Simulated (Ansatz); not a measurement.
# AlGe+ (singlet): one geometry, many settings at distance Ge1–Al2 = 3.130 Å

What do other methods and options give for AlGe+ (singlet) at this geometry, and how long do they take?

The runs use Ansatz 0.2.0, Gaussian basis; the settings change from run to run.

30 further runs of the same task are left out: 27 that didn't finish, 3 set aside as unsound or not needed.

**1. The system**

The geometry derives from a PBE0/def2-TZVP stationary point (not a proven minimum). One bond is set to the value named and the two fragments are kept rigid. No spin-orbit coupling is included. The filled d shell of Ge may be among the frozen orbitals whatever the setting's name suggests; the logs give the count.

2 atoms, charge 1, spin multiplicity 1.

Atoms are counted from 1 here; the program's logs count them from 0.

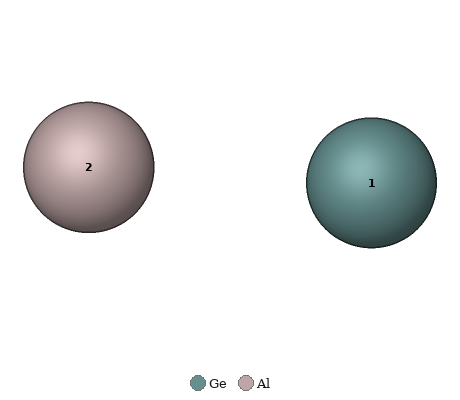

The structure; germanium teal, aluminium light grey; atoms are numbered from 1 in the order of the file.

Geometry (Å):

```xyz
2
charge 1, multiplicity 1
Ge    0.0000    0.0000    0.0000
Al    0.0000    0.0000    3.1299
```

**2. BCCD(T) on RHF/cc-pVDZ**

The input, in.yaml:

```yaml
crystal:
  periodic: [false, false, false]
  atoms:
    - {symbol: Ge, position_ang: [0.000000, 0.000000, 0.000000]}
    - {symbol: Al, position_ang: [0.000000, 0.000000, 3.129900]}
basis:
  gaussian: {orbitals: cc-pVDZ}
total_charge: 1
magnetization: {spin_polarized: false}
correlation: {method: bccd_t, electrons: outside_noble_gas}
```

Started as:

```
ansatz run in.yaml --threads 1 --pin off --events-out ev --progress --plain --max-ram 2393MiB
```

The log of the run (excerpt; [...] marks lines left out):

```text
Functional definition: HF
  name "HF"
  cite "Fock, Z. Phys. 61, 126 (1930) doi:10.1007/BF01340294"
  parent pbe
[...]
511 factors; integrals over basis functions are off by at most 9.9e-4 eV
[...]
mean field -63047.28889101 eV, -2316.9451317574 hartree, gradient 1.9e-6 eV, S^2 0.000000; 10 other end points of the search recorded, 0 dependent functions left out; unrestricted orbitals would lower it
[...]
determinant -63047.28889101 eV, -2316.9451317574 hartree, with singles and doubles -63050.48688507 eV, -2317.0626558714 hartree
determinant -63046.13825027 eV, -2316.9028464902 hartree, with singles and doubles -63049.52615559 eV, -2317.0273497142 hartree
determinant -63034.51406219 eV, -2316.4756654572 hartree, with singles and doubles -63044.20665365 eV, -2316.8318616235 hartree
19 core orbitals not correlated: weight in the atoms' cores, before any rotation towards them, 1.000 or more for the frozen orbitals, at most 0.000 for the correlated occupied ones
reference -63047.28889101 eV, -2316.9451317574 hartree; 3, 3 occupied and 23, 23 virtual orbitals, 511 factors
second order -2.23824734 eV of doubles, -0.00000000 eV of singles
cycle   1  -3.19712555 eV  change    8.7e-4 eV  update   4.8e-3
[...]
cycle  10  -3.19811415 eV  change    4.2e-6 eV  update   3.3e-6
perturbative correction -0.07981294 eV, -0.0029330715 hartree
Total energy: -63050.56681810 eV, -2317.0655933560 hartree
```

It took 14 s on 1 thread of Intel Xeon at 2.50GHz, shared host.

From the report: correlation -3.2779 eV; largest double amplitude 0.12.

**3. HF/cc-pVTZ**

The input, in.yaml:

```yaml
crystal:
  periodic: [false, false, false]
  atoms:
    - {symbol: Ge, position_ang: [0.000000, 0.000000, 0.000000]}
    - {symbol: Al, position_ang: [0.000000, 0.000000, 3.129900]}
basis:
  gaussian: {orbitals: cc-pVTZ}
total_charge: 1
magnetization: {spin_polarized: false}
hamiltonian: {xc: hf}
output: {orbitals: {seedname: orbitals}}
```

Launched as before.

The log of the run:

```text
Functional definition: HF
  name "HF"
  cite "Fock, Z. Phys. 61, 126 (1930) doi:10.1007/BF01340294"
  parent pbe
  exchange = exact_x
  correlation = 0
809 factors; their error is unknown
mean field evaluation 1: about -63048.2266 eV, gradient 6.6e0 eV
mean field evaluation 2: about -63048.3811 eV, gradient 2.6e0 eV
mean field evaluation 4: about -63048.4060 eV, gradient 1.7e-1 eV
mean field evaluation 8: about -63049.3514 eV, gradient 1.1e-1 eV
mean field evaluation 16: about -63049.3515 eV, gradient 4.9e-5 eV
mean field evaluation 32: about -63048.2466 eV, gradient 2.1e-1 eV
mean field -63049.35146781 eV, -2317.0209300566 hartree, gradient 4.9e-5 eV, S^2 0.000000; 0 other end points of the search recorded, 0 dependent functions left out
reference -63049.35146781 eV, -2317.0209300566 hartree; 22, 22 occupied and 55, 55 virtual orbitals, 809 factors
Total energy: -63049.35146781 eV, -2317.0209300566 hartree
```

It took 7.5 s on 1 thread of Intel Xeon at 2.50GHz, shared host.

**4. BCCD on UHF/STO-3G**

The input, in.yaml:

```yaml
crystal:
  periodic: [false, false, false]
  atoms:
    - {symbol: Ge, position_ang: [0.000000, 0.000000, 0.000000]}
    - {symbol: Al, position_ang: [0.000000, 0.000000, 3.129900]}
basis:
  gaussian: {orbitals: STO-3G}
total_charge: 1
magnetization: {spin_polarized: true, initial_magnetization: 0}
hamiltonian: {pseudopotentials: {relativity: none}}
correlation: {method: bccd, electrons: outside_noble_gas, diis_vectors: 4}
scf: {lower_state_search: off}
```

The command is unchanged.

The log of the run (excerpt; [...] marks lines left out):

```text
Functional definition: HF
  name "HF"
  cite "Fock, Z. Phys. 61, 126 (1930) doi:10.1007/BF01340294"
  parent pbe
[...]
262 factors; integrals over basis functions are off by at most 1.4e-5 eV
[...]
mean field -62327.57796278 eV, -2290.4962429824 hartree, gradient 2.6e-6 eV, S^2 0.000000; 0 other end points of the search recorded, 0 dependent functions left out
19 core orbitals not correlated: weight in the atoms' cores, before any rotation towards them, 0.999 or more for the frozen orbitals, at most 0.001 for the correlated occupied ones
reference -62327.57796278 eV, -2290.4962429824 hartree; 3, 3 occupied and 5, 5 virtual orbitals, 262 factors
second order -1.10858766 eV of doubles, -0.00000000 eV of singles
cycle   1  -1.54044810 eV  change   -4.3e-1 eV  update   8.0e-2
[...]
cycle  16  -1.86896138 eV  change   -5.7e-6 eV  update   2.1e-6
Total energy: -62329.44692416 eV, -2290.5649260463 hartree
Checks for a lower state left out: stability, starts, cluster_reference, orbital_swaps, neighbouring_geometries, increment
```

It took 1.7 s on 1 thread of Intel Xeon at 2.50GHz, shared host.

From the report: ⟨S²⟩ of the determinant 0.000 (pure singlet: 0.00); correlation -1.8690 eV; largest double amplitude 0.14.

**5. CISD/cc-pVTZ**

The input, in.yaml:

```yaml
crystal:
  periodic: [false, false, false]
  atoms:
    - {symbol: Ge, position_ang: [0.000000, 0.000000, 0.000000]}
    - {symbol: Al, position_ang: [0.000000, 0.000000, 3.129900]}
basis:
  gaussian: {orbitals: cc-pVTZ, point_charges: [{charge: 0.50, position_ang: [2.722, -0.279, -0.806]}]}
total_charge: 1
correlation: {active_space: {ras: {orbitals: [3, 0, 55], electrons: 6, max_holes: 2, max_particles: 2}, fixed_orbitals: true}}
```

The command is unchanged.

The log of the run:

```text
Functional definition: HF
  name "HF"
  cite "Fock, Z. Phys. 61, 126 (1930) doi:10.1007/BF01340294"
  parent pbe
  exchange = exact_x
  correlation = 0
507 factors; integrals over basis functions are off by at most 6.6e-4 eV
mean field evaluation 1: about -63046.6496 eV, gradient 1.1e1 eV
mean field evaluation 2: about -63046.6682 eV, gradient 1.1e1 eV
mean field evaluation 4: about -63047.3628 eV, gradient 1.3e0 eV
mean field evaluation 8: about -63047.4396 eV, gradient 6.5e-1 eV
mean field evaluation 16: about -63047.5934 eV, gradient 5.8e-1 eV
mean field evaluation 32: about -63047.4730 eV, gradient 1.6e0 eV
mean field evaluation 64: about -63047.3910 eV, gradient 1.6e0 eV
mean field evaluation 96: about -63047.5954 eV, gradient 3.1e-2 eV
mean field -63047.59541962 eV, -2316.9563964761 hartree, gradient 2.7e-6 eV, S^2 0.000000; 9 other end points of the search recorded, 0 dependent functions left out
reference -63047.59541962 eV, -2316.9563964761 hartree; 22, 22 occupied and 55, 55 virtual orbitals, 507 factors
state -63050.92725630 eV, -2317.0788392155 hartree
Total energy: -63050.92725630 eV, -2317.0788392155 hartree
```

It took 22 s on 1 thread of Intel Xeon at 2.50GHz, shared host.

From the report: 36,466 determinants.

**6. CCSD(T)/6-31G***

The input, in.yaml:

```yaml
crystal:
  periodic: [false, false, false]
  atoms:
    - {symbol: Ge, position_ang: [0.000000, 0.000000, 0.000000]}
    - {symbol: Al, position_ang: [0.000000, 0.000000, 3.129900]}
basis:
  gaussian: {orbitals: "6-31G*"}
total_charge: 1
magnetization: {spin_polarized: false}
hamiltonian: {xc: {name: B3LYP}}
correlation: {method: ccsd_t, electrons: outside_noble_gas}
output: {forces: true}
```

The command is unchanged.

The log of the run (excerpt; [...] marks lines left out):

```text
Functional definition: B3LYP
  name "B3LYP"
  cite "Stephens, Devlin, Chabalowski & Frisch, J. Phys. Chem. 98, 11623 (1994) doi:10.1021/j100096a001"
  cite "Becke, Phys. Rev. A 38, 3098 (1988) doi:10.1103/PhysRevA.38.3098"
  cite "Lee, Yang & Parr, Phys. Rev. B 37, 785 (1988) doi:10.1103/PhysRevB.37.785"
  cite "Vosko, Wilk & Nusair, Can. J. Phys. 58, 1200 (1980) doi:10.1139/p80-159"
[...]
475 factors; integrals over basis functions are off by at most 5.1e-4 eV
[...]
mean field -63099.31959481 eV, -2318.8572248544 hartree, gradient 7.8e-6 eV, S^2 0.000000; 7 other end points of the search recorded, 0 dependent functions left out; unrestricted orbitals would lower it
unrestricted determinant -63040.68294068 eV, -2316.7023675604 hartree, S^2 1.0743
19 core orbitals not correlated: weight in the atoms' cores, before any rotation towards them, 1.000 or more for the frozen orbitals, at most 0.000 for the correlated occupied ones
reference -63039.47018953 eV, -2316.6577997775 hartree; 3, 3 occupied and 32, 32 virtual orbitals, 475 factors
second order -2.32408935 eV of doubles, -0.14113269 eV of singles
cycle   1  -3.00057885 eV  change   -5.4e-1 eV  update   8.4e-2
[...]
cycle  16  -3.33728831 eV  change   -2.5e-7 eV  update   2.4e-7
perturbative correction -0.07521716 eV, -0.0027641796 hartree
[...]
Total energy: -63042.88269499 eV, -2316.7832070403 hartree
Atom 0 at     0.000000     0.000000     0.000000 Å, force    -0.000000    -0.000000     0.111331 eV/Å
Atom 1 at     0.000000     0.000000     3.129900 Å, force     0.000000     0.000000    -0.111331 eV/Å
Dipole moment:    -0.000000     0.000000     0.658619 e Å
```

It took 29 s on 1 thread of Intel Xeon at 2.50GHz, shared host.

From the report: correlation -3.4125 eV; T1 0.019; largest double amplitude 0.12. The orbitals are Kohn-Sham ones, so correlation energy and T1 don't compare with those on Hartree-Fock orbitals.

**7. BCCD(T) on RHF/def2-SVPD**

The input, in.yaml:

```yaml
crystal:
  periodic: [false, false, false]
  atoms:
    - {symbol: Ge, position_ang: [0.000000, 0.000000, 0.000000]}
    - {symbol: Al, position_ang: [0.000000, 0.000000, 3.129900]}
basis:
  gaussian: {orbitals: def2-SVPD}
total_charge: 1
magnetization: {spin_polarized: false}
correlation: {method: bccd_t, electrons: valence, diis_vectors: 2}
scf: {omitted_lower_state_checks: [cluster_reference]}
```

Same command.

The log of the run (excerpt; [...] marks lines left out):

```text
Functional definition: HF
  name "HF"
  cite "Fock, Z. Phys. 61, 126 (1930) doi:10.1007/BF01340294"
  parent pbe
[...]
578 factors; integrals over basis functions are off by at most 5.1e-4 eV
[...]
mean field -63038.73698392 eV, -2316.6308549685 hartree, gradient 1.6e-6 eV, S^2 0.000000; 12 other end points of the search recorded, 0 dependent functions left out; unrestricted orbitals would lower it
14 core orbitals not correlated: weight in the atoms' cores, before any rotation towards them, 1.000 or more for the frozen orbitals, at most 0.000 for the correlated occupied ones
reference -63038.73698392 eV, -2316.6308549685 hartree; 8, 8 occupied and 40, 40 virtual orbitals, 578 factors
second order -5.86565276 eV of doubles, -0.00000000 eV of singles
cycle   1  -6.02276602 eV  change   -1.6e-1 eV  update   9.4e-2
[...]
cycle  18  -6.48553093 eV  change    5.5e-6 eV  update   1.5e-5
perturbative correction -0.21517839 eV, -0.0079076598 hartree
Total energy: -63045.43769324 eV, -2316.8771014939 hartree
Checks for a lower state left out: cluster_reference
```

Wall time 21 s (1 thread of Intel Xeon at 2.50GHz, shared host).

From the report: correlation -6.7007 eV; largest double amplitude 0.12.

**8. BCCD/def2-SVP**

The input, in.yaml:

```yaml
crystal:
  periodic: [false, false, false]
  atoms:
    - {symbol: Ge, position_ang: [0.000000, 0.000000, 0.000000]}
    - {symbol: Al, position_ang: [0.000000, 0.000000, 3.129900]}
basis:
  gaussian: {orbitals: def2-SVP}
total_charge: 1
magnetization: {spin_polarized: false}
hamiltonian: {xc: {name: PBE0}}
correlation: {method: bccd, electrons: outside_noble_gas, diis_vectors: 1}
scf: {omitted_lower_state_checks: [cluster_reference]}
```

The command is unchanged.

The log of the run (excerpt; [...] marks lines left out):

```text
Functional definition: PBE0
  name "PBE0"
  cite "Adamo & Barone, J. Chem. Phys. 110, 6158 (1999) doi:10.1063/1.478522"
  cite "Perdew, Burke & Ernzerhof, Phys. Rev. Lett. 77, 3865 (1996) doi:10.1103/PhysRevLett.77.3865"
  parent pbe
[...]
471 factors; integrals over basis functions are off by at most 7.1e-4 eV
[...]
mean field -63085.61239648 eV, -2318.3534946068 hartree, gradient 7.2e-6 eV, S^2 0.000000; 2 other end points of the search recorded, 0 dependent functions left out; unrestricted orbitals would lower it
19 core orbitals not correlated: weight in the atoms' cores, before any rotation towards them, 1.000 or more for the frozen orbitals, at most 0.000 for the correlated occupied ones
reference -63038.37002299 eV, -2316.6173694030 hartree; 3, 3 occupied and 28, 28 virtual orbitals, 471 factors
second order -2.33484767 eV of doubles, -0.09865977 eV of singles
cycle   1  -2.96202877 eV  change   -5.3e-1 eV  update   8.3e-2
[...]
cycle  27  -3.30207657 eV  change   -1.5e-6 eV  update   3.9e-6
Total energy: -63041.67209956 eV, -2316.7387184789 hartree
Checks for a lower state left out: cluster_reference
```

Run time: 6.5 s. Hardware: 1 thread of Intel Xeon at 2.50GHz, shared host.

From the report: correlation -3.3021 eV; largest double amplitude 0.12.

**9. HF/6-31G***

The input, in.yaml:

```yaml
crystal:
  periodic: [false, false, false]
  atoms:
    - {symbol: Ge, position_ang: [0.000000, 0.000000, 0.000000]}
    - {symbol: Al, position_ang: [0.000000, 0.000000, 3.129900]}
basis:
  gaussian: {orbitals: "6-31G*", point_charges: [{charge: -1.00, position_ang: [3.531, 0.178, 0.168]}]}
total_charge: 1
magnetization: {spin_polarized: true, initial_magnetization: 0}
hamiltonian: {xc: hf}
output: {orbitals: {seedname: orbitals}}
```

Launched as before.

The log of the run (excerpt; [...] marks lines left out):

```text
Functional definition: HF
  name "HF"
  cite "Fock, Z. Phys. 61, 126 (1930) doi:10.1007/BF01340294"
  parent pbe
[...]
475 factors; integrals over basis functions are off by at most 5.1e-4 eV
[...]
mean field -63044.56306808 eV, -2316.8449596124 hartree, gradient 8.5e-6 eV, S^2 1.070923; 8 other end points of the search recorded, 0 dependent functions left out
reference -63044.56306808 eV, -2316.8449596124 hartree; 22, 22 occupied and 32, 32 virtual orbitals, 475 factors
Total energy: -63044.56306808 eV, -2316.8449596124 hartree
```

Wall time 34 s (1 thread of Intel Xeon at 2.50GHz, shared host).

From the report: ⟨S²⟩ of the determinant 1.071 (pure singlet: 0.00). The determinant is far from a pure spin state, so its energy mixes those of several spin states (harmless only where they are near-degenerate, as at dissociation).

**10. BCCD(T) on UHF/6-31G**

The input, in.yaml:

```yaml
crystal:
  periodic: [false, false, false]
  atoms:
    - {symbol: Ge, position_ang: [0.000000, 0.000000, 0.000000]}
    - {symbol: Al, position_ang: [0.000000, 0.000000, 3.129900]}
basis:
  gaussian: {orbitals: 6-31G}
total_charge: 1
magnetization: {spin_polarized: true, initial_magnetization: 0}
correlation: {method: bccd_t, electrons: outside_noble_gas}
```

The command is unchanged.

The log of the run (excerpt; [...] marks lines left out):

```text
Functional definition: HF
  name "HF"
  cite "Fock, Z. Phys. 61, 126 (1930) doi:10.1007/BF01340294"
  parent pbe
[...]
388 factors; integrals over basis functions are off by at most 5.0e-4 eV
[...]
mean field -63039.13257638 eV, -2316.6453927231 hartree, gradient 2.8e-6 eV, S^2 1.055888; 25 other end points of the search recorded, 0 dependent functions left out
determinant -63039.13257638 eV, -2316.6453927231 hartree, with singles and doubles -63040.95784929 eV, -2316.7124702654 hartree
determinant -63038.46060571 eV, -2316.6206982564 hartree, with singles and doubles -63040.62157572 eV, -2316.7001124395 hartree
determinant -63038.33923375 eV, -2316.6162379195 hartree, with singles and doubles -63040.38495570 eV, -2316.6914168144 hartree
determinant -63037.52517224 eV, -2316.5863217107 hartree, with singles and doubles -63039.52626381 eV, -2316.6598604695 hartree
[...]
determinant -63039.13257638 eV, -2316.6453927231 hartree, with singles and doubles -63041.02300638 eV, -2316.7148647443 hartree
determinant -63038.46060571 eV, -2316.6206982564 hartree, with singles and doubles -63040.63498551 eV, -2316.7006052402 hartree
19 core orbitals not correlated: weight in the atoms' cores, before any rotation towards them, 1.000 or more for the frozen orbitals, at most 0.000 for the correlated occupied ones
reference -63039.13257638 eV, -2316.6453927231 hartree; 3, 3 occupied and 20, 20 virtual orbitals, 388 factors
second order -1.07660986 eV of doubles, -0.00000000 eV of singles
cycle   1  -1.89440903 eV  change   -4.0e-3 eV  update   6.2e-3
[...]
cycle  13  -1.90413199 eV  change    7.5e-6 eV  update   4.9e-6
perturbative correction -0.08624367 eV, -0.0031693964 hartree
WARN: the results are in doubt because among natural orbitals full CI differs from the method by +0.628 eV
Total energy: -63041.12295204 eV, -2316.7185376796 hartree
In doubt: among natural orbitals full CI differs from the method by +0.628 eV
```

Run time: 95 s. Hardware: 1 thread of Intel Xeon at 2.50GHz, shared host.

From the report: ⟨S²⟩ of the determinant 1.056 (pure singlet: 0.00); correlation -1.9904 eV; largest double amplitude 0.29. The determinant is far from a pure spin state, so its energy mixes those of several spin states (harmless only where they are near-degenerate, as at dissociation). The program marks this result as in doubt; its last lines say why.

**11. All runs side by side**

 † marks a result that the program doubts.

| level | correlated | functions | energy (eV) | time |
| --- | --- | --- | --- | --- |
| BCCD(T) on RHF/cc-pVDZ | outside noble gas | 45 | -63050.5668 | 14 s |
| HF/cc-pVTZ |  | 77 | -63049.3515 | 7.5 s |
| BCCD on UHF/STO-3G | outside noble gas | 27 | -62329.4469 | 1.7 s |
| CISD/cc-pVTZ (beside a point charge) | outside noble gas | 77 | -63050.9273 | 22 s |
| CCSD(T)/6-31G* (on B3LYP orbitals) | outside noble gas | 54 | -63042.8827 | 29 s |
| BCCD(T) on RHF/def2-SVPD | valence | 62 | -63045.4377 | 21 s |
| BCCD/def2-SVP (on PBE0 orbitals) | outside noble gas | 50 | -63041.6721 | 6.5 s |
| HF/6-31G* (beside a point charge) |  | 54 | -63044.5631 | 34 s |
| BCCD(T) on UHF/6-31G † | outside noble gas | 42 | -63041.1230 | 95 s |

**12. What came out**

| quantity | value |
| --- | --- |
| runs | 9 |
| quickest | BCCD on UHF/STO-3G, 1.7 s |
| slowest | BCCD(T) on UHF/6-31G †, 95 s |

**Reading.** Total energies in different bases, with other cores or another treatment of relativity can't be set against each other. BCCD(T) on UHF/6-31G † took 56 times as long as BCCD on UHF/STO-3G; the jobs differ in more than the method.
